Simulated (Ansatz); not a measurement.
# C₂HCl₂Si radical: a ladder of functionals and wavefunction methods, part 2 of 2

Ansatz 0.2.0, Gaussian basis; functionals in def2-TZVPP, the program's frozen cores in correlated methods. Earlier steps stand in the parts before.

## 15. LC-ωPBE (range-separated)

in.yaml reads:

```yaml
crystal:
  periodic: [false, false, false]
  atoms:
    - {symbol: C, position_ang: [1.596490, -1.791572, 0.821011]}
    - {symbol: C, position_ang: [0.833056, -0.930678, 0.442543]}
    - {symbol: Si, position_ang: [-0.309991, 0.379721, -0.068620]}
    - {symbol: Cl, position_ang: [-1.995563, -0.472227, -0.821264]}
    - {symbol: Cl, position_ang: [0.587493, 1.517658, -1.494476]}
    - {symbol: H, position_ang: [-0.669484, 1.233098, 1.074606]}
basis:
  gaussian: {orbitals: def2-TZVPP}
magnetization: {spin_polarized: true, initial_magnetization: 1}
hamiltonian: {xc: {name: LC-wPBE}}
output: {orbitals: {seedname: orbitals}}
```

Launch:

```
$ ansatz run in.yaml --threads 4 --pin off --events-out ev --progress --plain --max-ram 10444MiB
```

Standard output (excerpt; [...] marks lines left out):

```text
Functional definition: LC-wPBE
  name "LC-wPBE"
  cite "Vydrov & Scuseria, J. Chem. Phys. 125, 234109 (2006) doi:10.1063/1.2409292"
  cite "Heyd & Scuseria, J. Chem. Phys. 120, 7274 (2004) doi:10.1063/1.1668634"
  cite "Ernzerhof & Perdew, J. Chem. Phys. 109, 3313 (1998) doi:10.1063/1.476928"
  cite "Perdew, Burke & Ernzerhof, Phys. Rev. Lett. 77, 3865 (1996) doi:10.1103/PhysRevLett.77.3865"
  parent pbe
[...]
1295 factors; their error is unknown
313 factors; integrals over basis functions are off by at most 3.3e-5 eV
[...]
mean field -35001.64200524 eV, -1286.2866187273 hartree, gradient 3.3e-5 eV, S^2 0.800962; 4 other end points of the search recorded, 0 dependent functions left out
reference -35001.64200524 eV, -1286.2866187276 hartree; 31, 30 occupied and 171, 172 virtual orbitals, 1295 factors
Total energy: -35001.64200524 eV, -1286.2866187276 hartree
```

It took 6 s on 4 threads of Arm Neoverse V2, shared host; peak memory 0.44 GiB.

With the free atoms at this level, -34979.484 eV in sum, the atomisation energy is 22.158 eV. HOMO -11.71 eV, LUMO -2.46 eV.

## 16. ωB97X-V (range-separated)

Edit in.yaml of step 15 so:

```diff
@@ -12,3 +12,3 @@
 magnetization: {spin_polarized: true, initial_magnetization: 1}
-hamiltonian: {xc: {name: LC-wPBE}}
+hamiltonian: {xc: {name: wB97X-V}}
 output: {orbitals: {seedname: orbitals}}
```

Launched as before.

Standard output (excerpt; [...] marks lines left out):

```text
Functional definition: wB97X-V
  name "wB97X-V"
  cite "Mardirossian & Head-Gordon, Phys. Chem. Chem. Phys. 16, 9904 (2014) doi:10.1039/C3CP54374A"
  cite "Becke, J. Chem. Phys. 107, 8554 (1997) doi:10.1063/1.475007"
  cite "Vydrov & Van Voorhis, J. Chem. Phys. 133, 244103 (2010) doi:10.1063/1.3521275"
[...]
      + integral(e_c_pw_opposite_spin*poly(b97_u_opposite, cos0, cos1)) + vv10(b, c)
1330 factors; their error is unknown
232 factors; integrals over basis functions are off by at most 2.8e-5 eV
[...]
mean field -35007.14917747 eV, -1286.4890035739 hartree, gradient 1.1e-5 eV, S^2 0.776110; 4 other end points of the search recorded, 0 dependent functions left out
reference -35007.14917597 eV, -1286.4890035188 hartree; 31, 30 occupied and 171, 172 virtual orbitals, 1330 factors
Total energy: -35007.14917597 eV, -1286.4890035188 hartree
```

It took 25 s on 4 threads of Arm Neoverse V2, shared host; peak memory 1.2 GiB.

With the free atoms at this level, -34984.859 eV in sum, the atomisation energy is 22.291 eV. HOMO -11.28 eV, LUMO -3.37 eV.

## 17. ωB97M-V (range-separated)

Edit in.yaml of step 16 so:

```diff
@@ -12,3 +12,3 @@
 magnetization: {spin_polarized: true, initial_magnetization: 1}
-hamiltonian: {xc: {name: wB97X-V}}
-output: {orbitals: {seedname: orbitals}}
+hamiltonian: {xc: {name: wB97M-V}}
+output: {forces: true, orbitals: {seedname: orbitals}}
```

Same command.

Standard output (excerpt; [...] marks lines left out):

```text
Functional definition: wB97M-V
  name "wB97M-V"
  cite "Mardirossian & Head-Gordon, J. Chem. Phys. 144, 214110 (2016) doi:10.1063/1.4952647"
  cite "Becke, J. Chem. Phys. 107, 8554 (1997) doi:10.1063/1.475007"
  cite "Vydrov & Van Voorhis, J. Chem. Phys. 133, 244103 (2010) doi:10.1063/1.3521275"
  # Of w^i u^j: cxij and so on, Table III.
[...]
  gx(w, u) = 1 - cx + cx01*u + cx10*w
  gss(w, u) = css00 + css04*u^4 + css10*w + css20*w^2 + css43*w^4*u^3
  gos(w, u) = cos00 + cos10*w + (cos20 + cos21*u)*w^2 + (cos60 + cos61*u)*w^6
[...]
      + integral(e_c_pw_mod_opposite_spin*gos(b97_w_opposite, b97_u_opposite)) + vv10(b, c)
1330 factors; their error is unknown
232 factors; integrals over basis functions are off by at most 2.8e-5 eV
[...]
mean field -35010.50185435 eV, -1286.6122121767 hartree, gradient 3.4e-5 eV, S^2 0.778694; 4 other end points of the search recorded, 0 dependent functions left out
[...]
reference -35010.50189803 eV, -1286.6122137819 hartree; 31, 30 occupied and 171, 172 virtual orbitals, 1330 factors
Total energy: -35010.50189803 eV, -1286.6122137819 hartree
Atom 0 at     1.596490    -1.791572     0.821011 Å, force    -0.170189     0.191305    -0.084176 eV/Å
Atom 1 at     0.833056    -0.930678     0.442543 Å, force     0.230027    -0.260937     0.108858 eV/Å
Atom 2 at    -0.309991     0.379721    -0.068620 Å, force    -0.094255     0.184253     0.182047 eV/Å
Atom 3 at    -1.995563    -0.472227    -0.821264 Å, force    -0.027580    -0.014441    -0.020539 eV/Å
Atom 4 at     0.587493     1.517658    -1.494476 Å, force     0.012274     0.016855    -0.031207 eV/Å
Atom 5 at    -0.669484     1.233098     1.074606 Å, force     0.049723    -0.117035    -0.154983 eV/Å
Dipole moment:     0.051200    -0.006645     0.176899 e Å
```

Run time: 32 s. Hardware: 4 threads of Arm Neoverse V2, shared host; peak memory 1.3 GiB.

With the free atoms at this level, -34988.121 eV in sum, the atomisation energy is 22.381 eV. HOMO -11.10 eV, LUMO -3.37 eV.

## 18. B2PLYP (double hybrid)

Edit in.yaml of step 17 so:

```diff
@@ -12,3 +12,2 @@
 magnetization: {spin_polarized: true, initial_magnetization: 1}
-hamiltonian: {xc: {name: wB97M-V}}
-output: {forces: true, orbitals: {seedname: orbitals}}
+hamiltonian: {xc: {name: B2PLYP}}
```

The command is unchanged.

Standard output (excerpt; [...] marks lines left out):

```text
Functional definition: B2PLYP
  name "B2PLYP"
  cite "Grimme, J. Chem. Phys. 124, 034108 (2006) doi:10.1063/1.2148954"
  cite "Becke, Phys. Rev. A 38, 3098 (1988) doi:10.1103/PhysRevA.38.3098"
  cite "Lee, Yang & Parr, Phys. Rev. B 37, 785 (1988) doi:10.1103/PhysRevB.37.785"
[...]
1218 factors; integrals over basis functions are off by at most 7.1e-4 eV
[...]
mean field -34994.07071411 eV, -1286.0083789105 hartree, gradient 7.2e-6 eV, S^2 0.821878; 6 other end points of the search recorded, 0 dependent functions left out
17 core orbitals not correlated: weight in the atoms' cores, before any rotation towards them, 1.000 or more for the frozen orbitals, at most 0.000 for the correlated occupied ones
reference -34994.07088807 eV, -1286.0083853035 hartree; 14, 13 occupied and 171, 172 virtual orbitals, 1218 factors
second order -25.11398925 eV of doubles, -0.00000000 eV of singles
Total energy: -35000.85166517 eV, -1286.2575742657 hartree
```

Run time: 12 s. Hardware: 4 threads of Arm Neoverse V2, shared host; peak memory 0.74 GiB.

Atomisation energy: 21.976 eV (free atoms -34978.876 eV, run apart).

## 19. PBE-QIDH (double hybrid)

Edit in.yaml of step 18 so:

```diff
@@ -12,2 +12,2 @@
 magnetization: {spin_polarized: true, initial_magnetization: 1}
-hamiltonian: {xc: {name: B2PLYP}}
+hamiltonian: {xc: {name: PBE-QIDH}}
```

The command is unchanged.

Standard output (excerpt; [...] marks lines left out):

```text
Functional definition: PBE-QIDH
  name "PBE-QIDH"
  cite "Brémond, Sancho-García, Pérez-Jiménez & Adamo, J. Chem. Phys. 141, 031101 (2014) doi:10.1063/1.4890314"
  cite "Perdew, Burke & Ernzerhof, Phys. Rev. Lett. 77, 3865 (1996) doi:10.1103/PhysRevLett.77.3865"
[...]
1218 factors; integrals over basis functions are off by at most 7.1e-4 eV
[...]
mean field -34983.83394531 eV, -1285.6321845958 hartree, gradient 5.5e-6 eV, S^2 0.900697; 0 other end points of the search recorded, 0 dependent functions left out
17 core orbitals not correlated: weight in the atoms' cores, before any rotation towards them, 1.000 or more for the frozen orbitals, at most 0.000 for the correlated occupied ones
reference -34983.83395790 eV, -1285.6321850584 hartree; 14, 13 occupied and 171, 172 virtual orbitals, 1218 factors
second order -22.91204318 eV of doubles, -0.00000000 eV of singles
Total energy: -34991.47130563 eV, -1285.9128524106 hartree
```

Run time: 4.8 s. Hardware: 4 threads of Arm Neoverse V2, shared host; peak memory 0.57 GiB.

Atomisation energy: 22.361 eV (free atoms -34969.110 eV, run apart).

## 20. Orbital energies across the functionals

Dipoles come from the runs that computed forces. Levels, from each run's orbital file (highest filled and lowest empty over both spins):

```tsv
functional	HOMO (eV)	LUMO (eV)	gap (eV)	dipole (D)
LDA (SPW92)	-7.73	-7.09	0.64	
PBE-D4	-7.59	-6.54	1.05	0.67
revPBE-D4	-7.53	-6.35	1.17	
BLYP-D4	-7.41	-6.67	0.74	
r2SCAN-D4	-7.85	-5.76	2.10	0.85
B97M-V	-7.85	-6.34	1.51	
PBE0-D4	-8.87	-5.19	3.67	
B3LYP-D4	-8.61	-5.81	2.80	0.83
r2SCANh-D4	-8.33	-5.30	3.02	
r2SCAN0-D4	-9.03	-4.64	4.40	
HSE06-D4	-8.46	-5.59	2.87	
BHLYP-D4	-9.96	-4.13	5.83	
CAM-B3LYP-D4	-10.23	-4.29	5.94	
LC-ωPBE	-11.71	-2.46	9.25	
ωB97X-V	-11.28	-3.37	7.91	
ωB97M-V	-11.10	-3.37	7.72	0.89
```

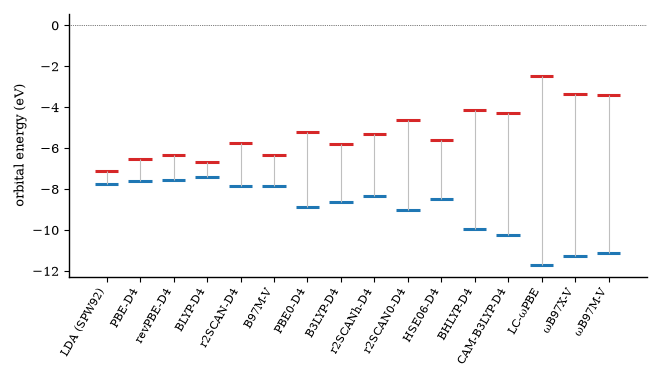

Highest occupied (blue) and lowest empty (red) level by functional.

## 21. CCSD(T) in def2-SVP

Edit in.yaml of step 19 so:

```diff
@@ -10,4 +10,5 @@
 basis:
-  gaussian: {orbitals: def2-TZVPP}
+  gaussian: {orbitals: def2-SVP}
 magnetization: {spin_polarized: true, initial_magnetization: 1}
-hamiltonian: {xc: {name: PBE-QIDH}}
+correlation: {method: ccsd_t}
+scf: {omitted_lower_state_checks: [cluster_reference]}
```

Launched as before.

Standard output (excerpt; [...] marks lines left out):

```text
Functional definition: HF
  name "HF"
  cite "Fock, Z. Phys. 61, 126 (1930) doi:10.1007/BF01340294"
  parent pbe
[...]
825 factors; integrals over basis functions are off by at most 1.1e-3 eV
[...]
mean field -34933.32062293 eV, -1283.7758542376 hartree, gradient 2.7e-6 eV, S^2 1.185205; 4 other end points of the search recorded, 0 dependent functions left out
17 core orbitals not correlated: weight in the atoms' cores, before any rotation towards them, 1.000 or more for the frozen orbitals, at most 0.000 for the correlated occupied ones
reference -34933.32062293 eV, -1283.7758542376 hartree; 14, 13 occupied and 56, 57 virtual orbitals, 825 factors
second order -14.60283360 eV of doubles, -0.00000000 eV of singles
cycle   1  -15.45933436 eV  change   -8.6e-1 eV  update   1.1e-1
[...]
cycle  16  -16.38007777 eV  change    1.7e-5 eV  update   2.0e-5
perturbative correction -0.53687805 eV, -0.0197299045 hartree
Total energy: -34950.23757875 eV, -1284.3975408972 hartree
Checks for a lower state left out: cluster_reference
```

Wall time 8.5 s (4 threads of Arm Neoverse V2, shared host); peak memory 0.48 GiB.

## 22. CCSD(T) in def2-TZVPP

Edit in.yaml of step 21 so:

```diff
@@ -10,3 +10,3 @@
 basis:
-  gaussian: {orbitals: def2-SVP}
+  gaussian: {orbitals: def2-TZVPP}
 magnetization: {spin_polarized: true, initial_magnetization: 1}
@@ -14 +14,2 @@
 scf: {omitted_lower_state_checks: [cluster_reference]}
+output: {orbitals: {seedname: orbitals}}
```

Launched as before.

Standard output (excerpt; [...] marks lines left out):

```text
Functional definition: HF
  name "HF"
  cite "Fock, Z. Phys. 61, 126 (1930) doi:10.1007/BF01340294"
  parent pbe
[...]
1218 factors; integrals over basis functions are off by at most 7.1e-4 eV
[...]
mean field -34947.20152432 eV, -1284.2859679547 hartree, gradient 6.7e-6 eV, S^2 1.179090; 4 other end points of the search recorded, 0 dependent functions left out
17 core orbitals not correlated: weight in the atoms' cores, before any rotation towards them, 1.000 or more for the frozen orbitals, at most 0.000 for the correlated occupied ones
reference -34947.20152432 eV, -1284.2859679547 hartree; 14, 13 occupied and 171, 172 virtual orbitals, 1218 factors
second order -19.49349189 eV of doubles, -0.00000000 eV of singles
cycle   1  -20.35144048 eV  change   -8.6e-1 eV  update   1.2e-1
[...]
cycle  16  -21.39033451 eV  change    1.7e-5 eV  update   2.3e-5
perturbative correction -1.05338282 eV, -0.0387111048 hartree
Total energy: -34969.64524165 eV, -1285.1107593539 hartree
Checks for a lower state left out: cluster_reference
```

Run time: 3 min. Hardware: 4 threads of Arm Neoverse V2, shared host; peak memory 6.1 GiB.

## 23. MP2 in def2-QZVPP

Edit in.yaml of step 22 so:

```diff
@@ -10,6 +10,5 @@
 basis:
-  gaussian: {orbitals: def2-TZVPP}
+  gaussian: {orbitals: "def2-QZVPP.json"}
 magnetization: {spin_polarized: true, initial_magnetization: 1}
-correlation: {method: ccsd_t}
+correlation: {method: mp2}
 scf: {omitted_lower_state_checks: [cluster_reference]}
-output: {orbitals: {seedname: orbitals}}
```

The command is unchanged.

Standard output (excerpt; [...] marks lines left out):

```text
Functional definition: HF
  name "HF"
  cite "Fock, Z. Phys. 61, 126 (1930) doi:10.1007/BF01340294"
  parent pbe
[...]
2111 factors; integrals over basis functions are off by at most 5.5e-4 eV
[...]
mean field -34948.21732414 eV, -1284.3232979097 hartree, gradient 9.6e-6 eV, S^2 1.179583; 4 other end points of the search recorded, 0 dependent functions left out
17 core orbitals not correlated: weight in the atoms' cores, before any rotation towards them, 1.000 or more for the frozen orbitals, at most 0.000 for the correlated occupied ones
reference -34948.21732414 eV, -1284.3232979097 hartree; 14, 13 occupied and 323, 324 virtual orbitals, 2111 factors
second order -21.27468244 eV of doubles, -0.00000000 eV of singles
Total energy: -34969.49200658 eV, -1285.1051280689 hartree
Checks for a lower state left out: cluster_reference
```

Run time: 2.3 min. Hardware: 4 threads of Arm Neoverse V2, shared host; peak memory 1.9 GiB.

The pieces so far (eV):

```tsv
basis	HF	MP2 correlation	CCSD correlation	(T)	total
def2-SVP	-34933.3206	-14.6028	-16.3801	-0.5369	-34950.2376
def2-TZVPP	-34947.2015	-19.4935	-21.3903	-1.0534	-34969.6452
def2-QZVPP	-34948.2173	-21.2747			-34969.4920 (MP2)
```

The report of the def2-TZVPP run gives T1 = 0.0409.

## 24. The basis-set limit

No new run: Hartree-Fock is extrapolated as exp(−7.88√X) and correlation as X^−2.97, with X = 3 and 4; only MP2 was run in the larger set, so CCSD(T) minus MP2 is added from the smaller one.

```tsv
level	energy at the limit (eV)
HF	-34948.3572
MP2	-34970.9513
CCSD	-34972.8482
CCSD(T)	-34973.9015
```

## 25. RPA on PBE orbitals

Edit in.yaml of step 23 so:

```diff
@@ -10,5 +10,5 @@
 basis:
-  gaussian: {orbitals: "def2-QZVPP.json"}
+  gaussian: {orbitals: def2-TZVPP}
 magnetization: {spin_polarized: true, initial_magnetization: 1}
-correlation: {method: mp2}
-scf: {omitted_lower_state_checks: [cluster_reference]}
+hamiltonian: {xc: pbe}
+correlation: {method: rpa}
```

Same command.

Standard output (excerpt; [...] marks lines left out):

```text
Functional definition: PBE
  name "PBE"
  cite "Perdew, Burke & Ernzerhof, Phys. Rev. Lett. 77, 3865 (1996) doi:10.1103/PhysRevLett.77.3865"
  parent pbe
[...]
1218 factors; integrals over basis functions are off by at most 7.1e-4 eV
[...]
mean field -34995.85687770 eV, -1286.0740192116 hartree, gradient 8.0e-6 eV, S^2 0.770466; 9 other end points of the search recorded, 0 dependent functions left out
17 core orbitals not correlated: weight in the atoms' cores, before any rotation towards them, 1.000 or more for the frozen orbitals, at most 0.000 for the correlated occupied ones
reference -34945.20213860 eV, -1284.2124918846 hartree; 14, 13 occupied and 171, 172 virtual orbitals, 1218 factors
Total energy: -34979.05717457 eV, -1285.4566415088 hartree
```

Wall time 9 s (4 threads of Arm Neoverse V2, shared host); peak memory 0.57 GiB.

RPA correlation: -33.855 eV. No RPA run of the hydrogen atom was made, so RPA has no atomisation energy below.

## 26. The ladder

Atomisation energy = energies of 2 C, 1 Si, 2 Cl, 1 H (separate runs, same level) minus the molecule's; electronic only, no spin-orbit term.

Differences are taken before rounding.

```tsv
method	rung	atoms, summed (eV)	atomisation energy (eV)	from CCSD(T)/CBS (eV)	time
LDA (SPW92)	LDA	-34855.054	25.935	+3.622	3.1 s
PBE-D4	GGA	-34972.926	23.140	+0.827	5.5 s
revPBE-D4	GGA	-34984.131	22.470	+0.158	5.5 s
BLYP-D4	GGA	-34990.272	22.190	-0.123	6 s
r2SCAN-D4	meta-GGA	-34986.792	22.689	+0.377	8.5 s
B97M-V	meta-GGA	-34981.897	22.618	+0.305	15 s
PBE0-D4	hybrid	-34976.322	22.567	+0.255	7 s
B3LYP-D4	hybrid	-34992.406	22.084	-0.228	9 s
r2SCANh-D4	hybrid	-34986.782	22.463	+0.150	11 s
r2SCAN0-D4	hybrid	-34986.781	22.139	-0.173	12 s
HSE06-D4	hybrid	-34975.584	22.589	+0.277	7.5 s
BHLYP-D4	hybrid	-34990.666	21.306	-1.006	9.5 s
CAM-B3LYP-D4	range-separated	-34990.634	22.088	-0.224	12 s
LC-ωPBE	range-separated	-34979.484	22.158	-0.154	6 s
ωB97X-V	range-separated	-34984.859	22.291	-0.022	25 s
ωB97M-V	range-separated	-34988.121	22.381	+0.069	32 s
B2PLYP	double hybrid	-34978.876	21.976	-0.337	12 s
PBE-QIDH	double hybrid	-34969.110	22.361	+0.049	4.8 s
HF/def2-TZVPP	wavefunction	-34930.966	16.236	-6.076	
MP2/def2-TZVPP	wavefunction	-34944.712	21.983	-0.329	
CCSD/def2-TZVPP	wavefunction	-34947.605	20.987	-1.325	
CCSD(T)/def2-SVP	wavefunction	-34929.560	20.678	-1.634	8.5 s
CCSD(T)/def2-TZVPP	wavefunction	-34948.097	21.549	-0.764	3 min
MP2/CBS	wavefunction	-34948.204	22.747	+0.435	
CCSD(T)/CBS	wavefunction	-34951.589	22.312	0	5.3 min
```

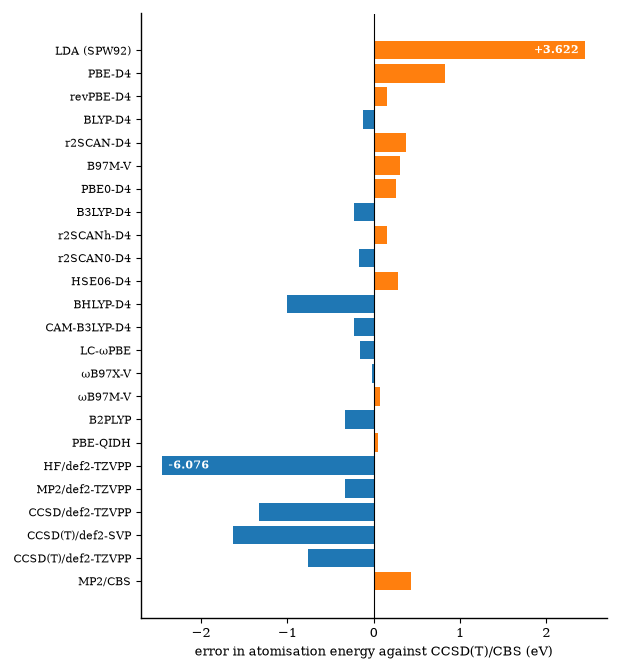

Deviations from CCSD(T)/CBS, method by method. Bars with a number in them are cut short.

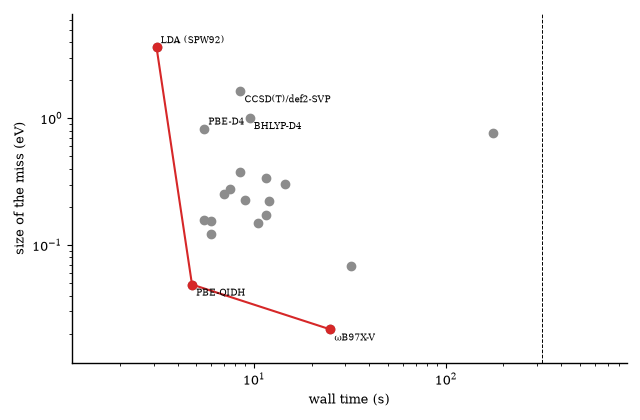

Accuracy for the time spent; red marks the levels that beat every quicker one drawn (of those quicker than the yardstick), and the dashed line is the time of CCSD(T)/CBS. Only those levels and the largest misses are named. Times are from a shared host.

LDA (SPW92), LC-ωPBE, B2PLYP, PBE-QIDH carry no dispersion term (for B3LYP, D4 adds 0.341 eV).

Times are those of the molecule's run; HF, MP2 and CCSD come out of the CCSD(T) runs, and the limit's time is the sum of the runs that it needs.

## 27. What came out

What follows sums up all 2 parts.

```
                               quantity                                     value
        atomisation energy, CCSD(T)/CBS                                 22.312 eV
    functionals within 0.112 eV (0.5 %)                ωB97X-V, ωB97M-V, PBE-QIDH
                    farthest beyond LDA                      BHLYP-D4 (-1.006 eV)
                mean size of error, GGA                                  0.369 eV
           mean size of error, meta-GGA                                  0.341 eV
             mean size of error, hybrid                                  0.348 eV
    mean size of error, range-separated                                  0.117 eV
      mean size of error, double hybrid                                  0.193 eV
              gap, smallest and largest  0.64 eV (LDA (SPW92)), 9.25 eV (LC-ωPBE)
                          T1 diagnostic                                    0.0409
triples share of the correlation energy                                     4.7 %
```

In words: LDA overbinds by 3.622 eV (16 %). PBE-D4 is off by +0.827 eV. Double hybrids carry the basis error of their MP2 part in triple zeta, and no dispersion term here, so their miss is partly the set-up's. Taken by rung, range-separated functionals do best (0.117 eV on average) and GGA ones worst beyond LDA (0.369 eV). The reference freezes the cores and leaves out relativity and excitations past (T), so misses under about 0.112 eV can't be ranked. Hartree-Fock recovers 73 % of the binding; the rest is correlation. CCSD(T) in def2-SVP is off by -1.634 eV, worse than the median functional, from the basis alone. Orbital gaps span 0.6 to 9.3 eV; exact exchange widens them. The UHF reference is spin-contaminated (⟨S²⟩ = 1.18 against 0.75).

ωB97X-V reaches 0.022 eV from the reference in 25 s, where CCSD(T)/CBS took 5.3 min; the quickest level in the cost chart, LDA (SPW92), takes 3.1 s and misses by 3.622 eV.
